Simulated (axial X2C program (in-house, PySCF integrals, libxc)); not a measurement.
**NiP⁺: from the state search to constants**

What are the state, bond length, wavenumber and bond energy of NiP⁺, and what does spin–orbit coupling change?

Computed with an in-house X2C program for linear molecules on PySCF integrals. Level: all-electron X2C, Ni dyall-cv3z, P dyall-v3z.

All values are calculated.

**1. Input**

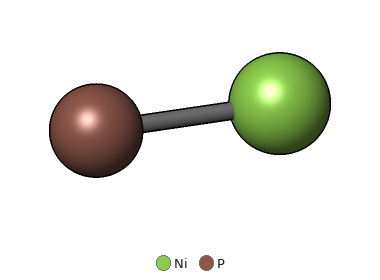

The two atoms at 2.030 Å (nickel green, phosphorus brown).

task.json

```json
{"zs": [28, 15], "q": 1, "bas": ["dyall-cv3z", "dyall-v3z"], "levels": ["PBE0", "HF", "B3LYP"], "cc": true, "r0": 2.03, "thr": -2.0, "nmax": 90, "npts": 10, "nst": 2, "ntry": 6}
```

Keys: zs atomic numbers; q charge; bas basis sets; levels methods (HF also brings MP2); cc coupled cluster on or off; r0 starting distance in Å; thr threshold in hartree for freezing inner shells (an s shell follows its p shell); nmax most natural virtual spinors; npts points asked for on the curve; nst determinants followed; ntry starts of the search.

The run is started by

```console
> python so2c.py task.json out
```

Spin-free means the one-electron spin-free X2C Hamiltonian; two-component (2c) means X2C with spin–orbit coupling and atomic mean-field two-electron Coulomb and Gaunt terms. Basis: Ni dyall-cv3z contracted to [9s9p6d3f2g], P dyall-v3z contracted to [8s7p2d1f]; Gaussian nuclei, density fitting. Masses: Ni 57.935 u, P 30.974 u.

Notation: σ, π±, δ± give the projection m of an orbital's angular momentum (0, ±1, ±2), α and β its spin, Λ and M_S the sums; ω is the projection of a spinor's total angular momentum and Ω the sum. Logs are in hartree.

The results follow Hamiltonian by Hamiltonian and level by level.

**2. State search with PBE0**

PBE0 moves the distance from 2.030 Å to 2.179 Å and compares determinants there.

Spin-free determinants:

| ΔE (eV) | state | open shells |
| --- | --- | --- |
| 0.00 | M_S = 2, Λ = 2 | beyond closed shells: σα, π+α, π-α, δ+α, δ+β, δ-α |
| 0.16 | M_S = 0, Λ = 1 | beyond closed shells: σα, π+β |
| 0.21 | M_S = 1, Λ = 1 | beyond closed shells: σα, π+α |
| 0.37 | M_S = 1, Λ = 3 | beyond closed shells: π+α, δ+α, δ+β, δ-α |
| 0.37 | M_S = 1, Λ = 1 | beyond closed shells: π-α, δ+α, δ+β, δ-α |
| 0.66 | M_S = 1, Λ = 2 | beyond closed shells: σβ, π+α, π-α, δ+α, δ+β, δ-α |
| 1.20 | M_S = 1, Λ = 4 | beyond closed shells: σα, π+α, π+β, δ+α, δ+β, δ-α |

Two-component determinants:

| ΔE (eV) | state | open shells |
| --- | --- | --- |
| 0.00 | Ω = 4 | excess of +ω over −ω: ω = 3/2, ω = 5/2 |
| 0.20 | Ω = 1 | excess of +ω over −ω: 2 × ω = 1/2 |
| 0.21 | Ω = 3 | excess of +ω over −ω: ω = 1/2, ω = 5/2 |
| 0.26 | Ω = 1 | excess of +ω over −ω: ω = -1/2, ω = 3/2 |
| 0.30 | Ω = 2 | excess of +ω over −ω: ω = 1/2, ω = 3/2 |
| 0.35 | Ω = 2 | excess of +ω over −ω: ω = -1/2, ω = 5/2 |
| 0.36 | Ω = 1 | excess of +ω over −ω: ω = -3/2, ω = 5/2 |

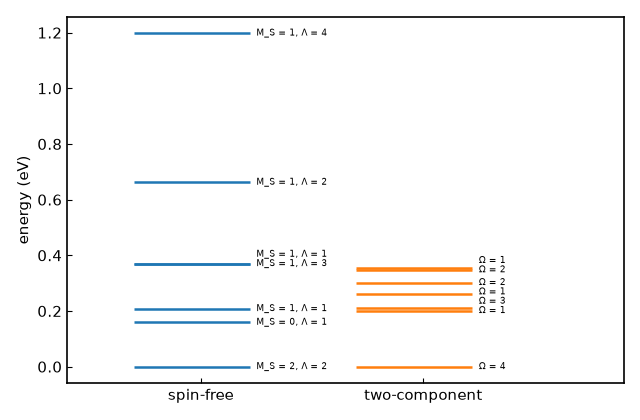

The determinants found, each set from its own lowest.

**3. PBE0, spin-free**

State followed: M_S = 2, Λ = 2 (beyond closed shells: σα, π+α, π-α, δ+α, δ+β, δ-α). The scan is laid around 2.179 Å, a first estimate of the minimum, and this SCF restarts from the orbitals of the search.

The SCF at the reference distance of 2.179 Å:

```text
spin-free X2C-1e  PBE0
basis functions 151  fitting functions 890  grid points 5079
iter        total energy     max residual
   1      -1862.110283157     6.05e-05
   2      -1862.110283184     2.37e-05
   3      -1862.110283190     1.89e-05
converged
one-electron -2776.83226621  Coulomb 899.37915369  exact exchange -21.22202876  xc functional -65.43350289  nuclear repulsion 101.99836099
```

Along the bond, energies from the lowest point:

```tsv
R (Å)	E (eV)	μ (D)	HOMO (eV)	LUMO (eV)	iterations
2.048	0.0755	-1.75	-13.26	-10.60	13
2.114	0.0145	-1.80	-13.21	-10.55	14
2.179	0.0000	-1.85	-13.15	-10.49	3
2.255	0.0273	-1.88	-13.10	-10.43	13
2.332	0.0891	-1.88	-13.04	-10.36	13
2.430	0.2021	-1.84	-12.98	-10.28	13
```

Dipoles are positive if P is the positive end and refer to the centre of mass.

Outer orbitals at the reference distance:

```
symmetry  occupied  ε (eV)             atomic character
      σα       yes  -23.23   74% P s, 10% Ni p, 8% Ni s
      σβ       yes  -20.48  69% P s, 10% Ni d, 10% Ni p
     δ-α       yes  -17.57                    100% Ni d
     δ+α       yes  -17.57                    100% Ni d
      σα       yes  -16.90     86% Ni d, 8% P p, 4% P s
     π+α       yes  -16.85             94% Ni d, 5% P p
     π-α       yes  -16.85             94% Ni d, 5% P p
     δ+β       yes  -15.75                    100% Ni d
     π+β       yes  -15.67                     97% Ni d
     π-β       yes  -15.43             97% Ni d, 2% P p
      σβ       yes  -14.31   64% Ni d, 21% P p, 10% P s
      σα       yes  -14.27   59% P p, 28% Ni s, 7% Ni d
     π+α       yes  -13.15    85% P p, 8% Ni d, 7% Ni p
     π-α       yes  -13.15    85% P p, 8% Ni d, 7% Ni p
      σβ        no  -10.49  39% P p, 33% Ni s, 25% Ni d
     δ-β        no   -9.66                    100% Ni d
     π+β        no   -8.66   80% P p, 14% Ni p, 5% Ni d
     π-β        no   -8.65   80% P p, 14% Ni p, 5% Ni d
```

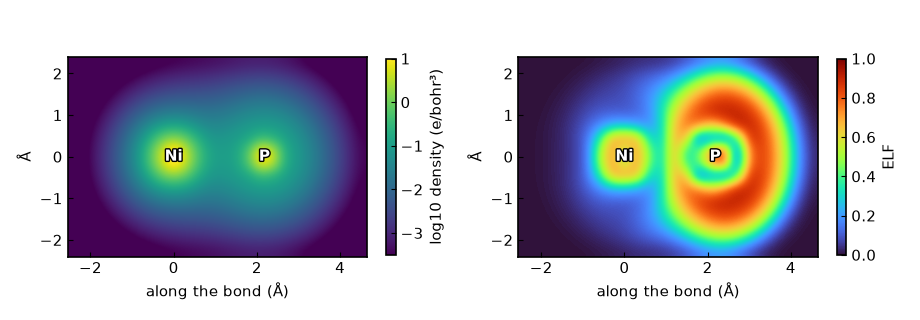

PBE0 fields in a plane through the axis, from a grid of 0.3 Å; Ni lies at z = 0 and P at z = 2.179 Å; the ELF is damped to zero where the density is low.

Re = 2.170 Å, ωe = 340 cm⁻¹, ωexe = 1.69 cm⁻¹, Be = 0.1774 cm⁻¹, De = 1.63 eV, μ = -1.84 D.

**4. HF, spin-free**

The SCF at the reference distance of 2.179 Å:

```text
spin-free X2C-1e  HF
basis functions 151  fitting functions 890  grid points 5079
iter        total energy     max residual
   1      -1860.342866592     2.39e-01
   2      -1860.371272333     1.92e-02
   3      -1860.372795634     6.49e-02
   4      -1860.376898613     1.07e-02
   5      -1860.377258873     2.39e-03
   6      -1860.377451585     3.24e-03
   7      -1860.377513959     2.42e-03
   8      -1860.377752592     3.58e-03
   9      -1860.380288826     2.64e-02
  10      -1860.383377770     4.95e-02
  11      -1860.383718126     6.58e-02
  12      -1860.392149052     4.66e-02
  13      -1860.398949617     2.32e-02
  14      -1860.401544099     9.44e-03
  15      -1860.402973614     9.97e-03
  16      -1860.404714289     9.54e-03
  17      -1860.407199707     8.46e-03
  18      -1860.411466029     1.32e-02
  19      -1860.413387316     1.16e-02
  20      -1860.415333104     7.51e-03
  21      -1860.415792195     6.85e-03
  22      -1860.416062593     1.53e-03
  23      -1860.416099253     1.02e-03
  24      -1860.416128581     3.41e-04
  25      -1860.416131102     1.40e-04
  26      -1860.416131570     2.96e-05
  27      -1860.416131600     1.49e-05
  28      -1860.416131604     4.78e-06
  29      -1860.416131604     1.89e-06
converged
one-electron -2774.43373626  Coulomb 897.06979240  exact exchange -85.05054873  xc functional 0.00000000  nuclear repulsion 101.99836099
```

No constants are quoted: the lowest point is the long end of the scan.

**5. B3LYP, spin-free**

The SCF at the reference distance of 2.179 Å:

```text
spin-free X2C-1e  B3LYP
basis functions 151  fitting functions 890  grid points 5079
iter        total energy     max residual
   1      -1862.541513290     3.99e-02
   2      -1862.542956958     7.66e-03
   3      -1862.543248516     8.58e-03
   4      -1862.543351436     9.48e-04
   5      -1862.543358652     8.81e-04
   6      -1862.543361995     1.43e-04
   7      -1862.543362185     7.30e-05
   8      -1862.543362257     2.68e-05
   9      -1862.543362272     1.33e-05
  10      -1862.543362282     7.92e-06
converged
one-electron -2776.67541019  Coulomb 899.20375401  exact exchange -16.97103433  xc functional -70.09903276  nuclear repulsion 101.99836099
```

Re = 2.186 Å, ωe = 327 cm⁻¹, ωexe = 1.61 cm⁻¹, Be = 0.1748 cm⁻¹, De = 1.68 eV, μ = -1.60 D.

**6. Correlated methods, spin-free**

Correlated methods: 14 electrons correlated (frozen shells, counted by type: Ni 3 s, 2 p; P 2 s, 1 p), 220 virtual spinors in MP2, 90 natural virtuals in coupled cluster.

Output of the correlated part at 2.179 Å:

```text
correlated 14  virtual 220  natural virtual 90  E(MP2) -0.422010410  MP2 remainder -0.041619475
iter   CCSD correlation   residual
   1     -0.372939982   1.45e-01
   2     -0.386108541   7.08e-02
   3     -0.390879890   4.38e-02
   4     -0.392604131   2.93e-02
   5     -0.394633246   2.11e-02
   6     -0.396008474   1.42e-02
   7     -0.396606345   7.76e-03
   8     -0.396972158   3.95e-03
   9     -0.396977076   1.71e-03
  10     -0.397003322   6.28e-04
  11     -0.396980262   3.00e-04
  12     -0.396984275   1.79e-04
  13     -0.396983586   9.52e-05
  14     -0.396982965   5.10e-05
  15     -0.396983118   2.61e-05
  16     -0.396982866   1.50e-05
  17     -0.396982339   1.00e-05
  18     -0.396981760   7.25e-06
  19     -0.396981152   3.75e-06
  20     -0.396981136   1.44e-06
(T) -0.014315642  T1 0.0805  D1 0.2813  max T2 0.087
```

T1 in the output is the amplitude norm over the root of the electron number; divide by √2 for the Lee–Taylor value.

MP2: No constants are quoted: the reference is strongly spin-contaminated.

CCSD: Re = 2.215 Å, ωe = 350 cm⁻¹, ωexe = 0.63 cm⁻¹, Be = 0.1702 cm⁻¹, De = 0.980 eV. T1 at Re = 0.055 (Lee–Taylor, the printed value over √2).

CCSD(T): Re = 2.204 Å, ωe = 341 cm⁻¹, Be = 0.1719 cm⁻¹, De = 0.946 eV. T1 at Re = 0.055 (Lee–Taylor, the printed value over √2).

**7. A higher determinant, spin-free**

State: M_S = 0, Λ = 1 (beyond closed shells: σα, π+β).

Output at the reference distance:

```text
spin-free X2C-1e  PBE0
basis functions 151  fitting functions 890  grid points 5079
iter        total energy     max residual
   1      -1862.104434068     5.63e-05
   2      -1862.104434095     5.34e-05
   3      -1862.104434120     3.19e-05
   4      -1862.104434135     5.91e-06
   5      -1862.104434135     3.23e-06
converged
one-electron -2777.49625011  Coulomb 900.01251828  exact exchange -21.19772139  xc functional -65.42134190  nuclear repulsion 101.99836099
```

```tsv
R (Å)	E above the lowest PBE0 point (eV)
2.048	0.164
2.114	0.138
2.179	0.159
2.255	0.231
2.332	0.340
2.430	0.516
```

Re = 2.114 Å, ωe = 387 cm⁻¹, Be = 0.1868 cm⁻¹, μ = -1.20 D. ⟨S²⟩ = 1.22 against 0.00 for a pure state, so this determinant mixes spins. Te = 0.14 eV.

**8. The spin-free curves together**

Energy (eV) of the followed determinant, spin-free, from each level's lowest point:

```tsv
R (Å)	PBE0	HF	MP2 (spin-contaminated)	CCSD	CCSD(T)	B3LYP
2.048	0.076	0.623	0.175	0.144	0.120	0.092
2.114	0.014	0.370	0.054	0.046	0.036	0.023
2.179	0.000	0.197	0.000	0.000	0.000	0.000
2.255	0.027	0.075	0.012	0.001	0.008	0.017
2.332	0.089	0.016	0.092	0.048	0.060	0.069
2.430	0.202	0.000	0.262	0.164	0.178	0.168
```

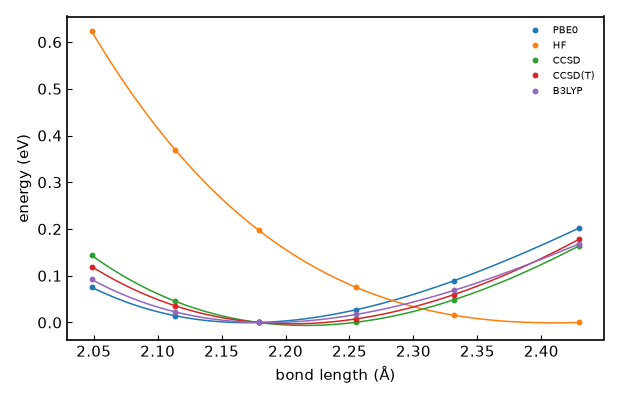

Curves of the followed state, spin-free, each from its own lowest point. Left out: MP2.

**9. PBE0, 2c**

State followed: Ω = 4 (excess of +ω over −ω: ω = 3/2, ω = 5/2). The scan is laid around 2.179 Å, a first estimate of the minimum, and this SCF restarts from the orbitals of the search.

The SCF at the reference distance of 2.179 Å:

```text
two-component X2C + atomic mean field  PBE0
basis functions 151  fitting functions 890  grid points 5079
iter        total energy     max residual
   1      -1861.637090643     7.63e-05
   2      -1861.637090667     8.15e-05
   3      -1861.637090690     6.30e-05
   4      -1861.637090724     2.43e-05
   5      -1861.637090731     6.34e-06
converged
one-electron -2775.64965974  Coulomb 899.14401579  exact exchange -21.21637952  xc functional -65.41606398  nuclear repulsion 101.99836099  atomic mean-field constant -0.49736427
```

Along the bond, energies from the lowest point:

```tsv
R (Å)	E (eV)	μ (D)	HOMO (eV)	LUMO (eV)	iterations
2.048	0.0763	-1.75	-13.23	-10.59	13
2.114	0.0148	-1.81	-13.18	-10.54	14
2.179	0.0000	-1.85	-13.13	-10.49	5
2.255	0.0270	-1.88	-13.07	-10.43	13
2.332	0.0885	-1.88	-13.02	-10.36	13
2.430	0.2012	-1.84	-12.96	-10.27	13
```

Dipoles are positive if P is the positive end and refer to the centre of mass.

Outer spinors at the reference distance:

```tsv
ω	occupied	ε (eV)	atomic character	λ mixture
1/2	yes	-23.23	74% P s, 10% Ni p, 8% Ni s	100% σ
-1/2	yes	-20.48	69% P s, 10% Ni d, 10% Ni p	100% σ
-3/2	yes	-17.66	100% Ni d	100% δ
5/2	yes	-17.48	100% Ni d	100% δ
1/2	yes	-16.91	86% Ni d, 8% P p, 4% P s	99% σ, 1% π
-1/2	yes	-16.90	94% Ni d, 5% P p	100% π
3/2	yes	-16.82	94% Ni d, 5% P p	99% π, 1% δ
3/2	yes	-15.83	100% Ni d	99% δ, 1% π
1/2	yes	-15.71	97% Ni d, 2% P p	99% π, 1% σ
-3/2	yes	-15.39	97% Ni d, 2% P p	100% π
-1/2	yes	-14.31	64% Ni d, 21% P p, 10% P s	100% σ
1/2	yes	-14.27	59% P p, 28% Ni s, 7% Ni d	100% σ
-1/2	yes	-13.17	84% P p, 8% Ni d, 7% Ni p	100% π
3/2	yes	-13.13	84% P p, 8% Ni d, 7% Ni p	100% π
-1/2	no	-10.49	39% P p, 33% Ni s, 25% Ni d	100% σ
-5/2	no	-9.59	100% Ni d	100% δ
1/2	no	-8.68	80% P p, 14% Ni p, 5% Ni d	100% π
-3/2	no	-8.63	80% P p, 14% Ni p, 5% Ni d	100% π
```

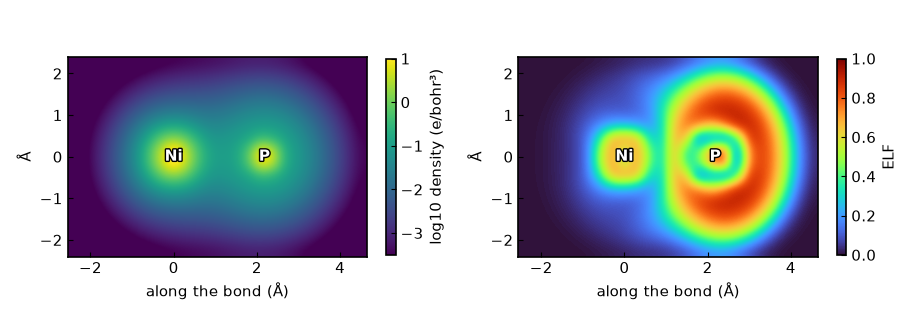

PBE0 fields in a plane through the axis, from a grid of 0.3 Å; Ni lies at z = 0 and P at z = 2.179 Å; the ELF is damped to zero where the density is low.

Re = 2.171 Å, ωe = 340 cm⁻¹, ωexe = 1.69 cm⁻¹, Be = 0.1773 cm⁻¹, De = 1.70 eV, μ = -1.85 D.

**10. HF, 2c**

The SCF at the reference distance of 2.179 Å:

```text
two-component X2C + atomic mean field  HF
basis functions 151  fitting functions 890  grid points 5079
iter        total energy     max residual
   1      -1859.870165303     2.39e-01
   2      -1859.898574846     1.92e-02
   3      -1859.900102106     6.48e-02
   4      -1859.904197305     1.07e-02
   5      -1859.904560639     2.36e-03
   6      -1859.904761206     3.36e-03
   7      -1859.904833827     2.66e-03
   8      -1859.905176802     4.31e-03
   9      -1859.907613072     2.60e-02
  10      -1859.909365211     4.87e-02
  11      -1859.913086049     5.22e-02
  12      -1859.917725842     2.65e-02
  13      -1859.919589175     2.97e-02
  14      -1859.922239223     3.07e-02
  15      -1859.923554662     2.48e-02
  16      -1859.925245230     1.34e-02
  17      -1859.926206496     1.19e-02
  18      -1859.929107967     9.14e-03
  19      -1859.933226416     8.05e-03
  20      -1859.938372905     1.00e-02
  21      -1859.938760213     1.61e-02
  22      -1859.941550468     7.83e-03
  23      -1859.942325166     6.00e-03
  24      -1859.942942426     2.74e-03
  25      -1859.943275516     1.53e-03
  26      -1859.943372067     1.03e-03
  27      -1859.943402045     9.56e-04
  28      -1859.943406709     8.53e-04
  29      -1859.943411680     6.31e-04
  30      -1859.943414625     4.38e-04
  31      -1859.943417988     1.73e-04
  32      -1859.943419569     1.26e-04
  33      -1859.943420134     5.69e-05
  34      -1859.943420271     2.97e-05
  35      -1859.943420314     1.94e-05
  36      -1859.943420325     1.08e-05
  37      -1859.943420327     5.79e-06
  38      -1859.943420328     3.11e-06
  39      -1859.943420328     1.05e-06
converged
one-electron -2773.25476450  Coulomb 896.83801832  exact exchange -85.02767086  xc functional 0.00000000  nuclear repulsion 101.99836099  atomic mean-field constant -0.49736427
```

No constants are quoted: the lowest point is the long end of the scan.

**11. B3LYP, 2c**

Output at 2.179 Å:

```text
two-component X2C + atomic mean field  B3LYP
basis functions 151  fitting functions 890  grid points 5079
iter        total energy     max residual
   1      -1862.068093078     4.02e-02
   2      -1862.069538685     7.65e-03
   3      -1862.069829459     8.61e-03
   4      -1862.069932561     9.55e-04
   5      -1862.069940245     9.12e-04
   6      -1862.069943965     1.55e-04
   7      -1862.069944540     1.38e-04
   8      -1862.069945249     1.22e-04
   9      -1862.069946766     1.71e-04
  10      -1862.069947448     1.07e-04
  11      -1862.069947813     5.88e-05
  12      -1862.069947919     2.49e-05
  13      -1862.069947972     2.31e-05
  14      -1862.069947987     1.15e-05
  15      -1862.069947989     2.12e-06
converged
one-electron -2775.48956270  Coulomb 898.96498858  exact exchange -16.96641976  xc functional -70.07995083  nuclear repulsion 101.99836099  atomic mean-field constant -0.49736427
```

Re = 2.186 Å, ωe = 327 cm⁻¹, ωexe = 1.61 cm⁻¹, Be = 0.1748 cm⁻¹, De = 1.74 eV, μ = -1.60 D.

**12. MP2 and beyond, 2c**

Correlated methods: 14 electrons correlated (frozen shells, counted by type: Ni 3 s, 2 p; P 2 s, 1 p), 220 virtual spinors in MP2, 90 natural virtuals in coupled cluster.

Output of the correlated part at 2.179 Å:

```text
correlated 14  virtual 220  natural virtual 90  E(MP2) -0.421933440  MP2 remainder -0.041603014
iter   CCSD correlation   residual
   1     -0.372918635   1.45e-01
   2     -0.386079323   7.08e-02
   3     -0.390847704   4.38e-02
   4     -0.392571772   2.93e-02
   5     -0.394598127   2.11e-02
   6     -0.395969603   1.42e-02
   7     -0.396565124   7.75e-03
   8     -0.396929828   3.94e-03
   9     -0.396934486   1.71e-03
  10     -0.396960790   6.35e-04
  11     -0.396937685   3.09e-04
  12     -0.396941811   1.89e-04
  13     -0.396941158   1.07e-04
  14     -0.396940561   6.46e-05
  15     -0.396940841   4.14e-05
  16     -0.396940579   3.04e-05
  17     -0.396939738   2.37e-05
  18     -0.396938957   1.77e-05
  19     -0.396938082   9.61e-06
  20     -0.396938210   5.35e-06
  21     -0.396938249   3.94e-06
  22     -0.396938362   2.91e-06
  23     -0.396938545   1.97e-06
  24     -0.396938615   1.05e-06
  25     -0.396938636   5.25e-07
  26     -0.396938648   2.68e-07
(T) -0.014314625  T1 0.0804  D1 0.2809  max T2 0.084
```

MP2: No constants are quoted: the reference is strongly spin-contaminated.

CCSD: Re = 2.216 Å, ωe = 350 cm⁻¹, ωexe = 0.659 cm⁻¹, Be = 0.1701 cm⁻¹, De = 0.976 eV. T1 at Re = 0.055 (Lee–Taylor, the printed value over √2).

CCSD(T): Re = 2.205 Å, ωe = 341 cm⁻¹, Be = 0.1718 cm⁻¹, De = 0.940 eV. T1 at Re = 0.055 (Lee–Taylor, the printed value over √2).

**13. A higher determinant, 2c**

State: Ω = 1 (excess of +ω over −ω: 2 × ω = 1/2).

Output at the reference distance:

```text
two-component X2C + atomic mean field  PBE0
basis functions 151  fitting functions 890  grid points 5079
iter        total energy     max residual
   1      -1861.629690817     5.13e-05
   2      -1861.629690850     4.28e-05
   3      -1861.629690865     4.86e-05
   4      -1861.629690897     2.31e-05
   5      -1861.629690908     1.16e-05
   6      -1861.629690913     7.63e-06
converged
one-electron -2776.27664625  Coulomb 899.74059411  exact exchange -21.19179713  xc functional -65.40283836  nuclear repulsion 101.99836099  atomic mean-field constant -0.49736427
```

```tsv
R (Å)	E above the lowest PBE0 point (eV)
2.048	0.207
2.114	0.180
2.179	0.201
2.255	0.273
2.332	0.382
2.430	0.558
```

Re = 2.115 Å, ωe = 387 cm⁻¹, Be = 0.1867 cm⁻¹, μ = -1.21 D. Te = 0.18 eV.

**14. The 2c curves together**

Energy (eV) of the followed determinant, 2c, from each level's lowest point:

```tsv
R (Å)	PBE0	HF	MP2 (spin-contaminated)	CCSD	CCSD(T)	B3LYP
2.048	0.076	0.625	0.176	0.144	0.121	0.093
2.114	0.015	0.371	0.054	0.046	0.036	0.023
2.179	0.000	0.198	0.000	0.000	0.000	0.000
2.255	0.027	0.076	0.011	0.000	0.007	0.017
2.332	0.089	0.016	0.091	0.048	0.059	0.068
2.430	0.201	0.000	0.261	0.163	0.177	0.168
```

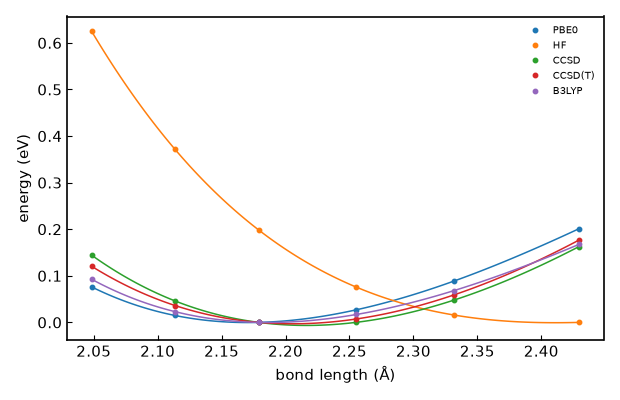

Curves of the followed state, 2c, each from its own lowest point. Left out: MP2.

Time for the job: 3.6 min (1 thread of AMD EPYC 7B13 (Zen 3), shared host); peak memory 0.87 GiB.

**15. What came out**

Lowest determinant that the search found at its distance, spin-free: M_S = 2, Λ = 2 (beyond closed shells: σα, π+α, π-α, δ+α, δ+β, δ-α).

Lowest determinant that the search found at its distance, 2c: Ω = 4 (excess of +ω over −ω: ω = 3/2, ω = 5/2).

| Hamiltonian | level | Re (Å) | ωe (cm⁻¹) | De (eV) | μ (D) |
| --- | --- | --- | --- | --- | --- |
| spin-free | PBE0 | 2.170 | 340 | 1.63 | -1.84 |
| spin-free | CCSD | 2.215 | 350 | 0.980 | n/a |
| spin-free | CCSD(T) | 2.204 | 341 | 0.946 | n/a |
| spin-free | B3LYP | 2.186 | 327 | 1.68 | -1.60 |
| 2c | PBE0 | 2.171 | 340 | 1.70 | -1.85 |
| 2c | CCSD | 2.216 | 350 | 0.976 | n/a |
| 2c | CCSD(T) | 2.205 | 341 | 0.940 | n/a |
| 2c | B3LYP | 2.186 | 327 | 1.74 | -1.60 |

Dipoles are positive if P is the positive end and refer to the centre of mass. No constants: spin-free HF (the lowest point is the long end of the scan); spin-free MP2 (the reference is strongly spin-contaminated); 2c HF (the lowest point is the long end of the scan); 2c MP2 (the reference is strongly spin-contaminated).

Time per point (s) on 1 thread of AMD EPYC 7B13 (Zen 3), shared host (2c runs; CCSD comes with the CCSD(T) run); the times are rough: PBE0 0.48, CCSD(T) 9.9, B3LYP 0.67.

At CCSD(T), going from spin-free to two-component changes Re by +1 mÅ, ωe by 0.0 %; the spin-free picture holds up (part of it comes from the scalar share of the two-electron terms). De moves by -0.01 eV; both De rest on single-determinant atoms, which can miss part of an open shell's spin–orbit lowering.

De refers to Ni+ + P, each in the lowest determinant found, which need not be this curve's own limit. Each curve is one determinant whose occupation by symmetry is held fixed; it was picked as the lowest of a PBE0 search that is not exhaustive. De is counted from the lowest determinant-based energies of the atoms at the same level, without counterpoise correction. Density functionals use the spin component along the axis (collinear). Coupled cluster ran in a truncated set of natural virtual spinors; the MP2 energy of the rest was added. With several unpaired electrons one determinant need not be a pure state. The spin-free determinant is spin-contaminated at some levels. T1 at Re is 0.055 (Lee–Taylor), above the customary mark of 0.02.
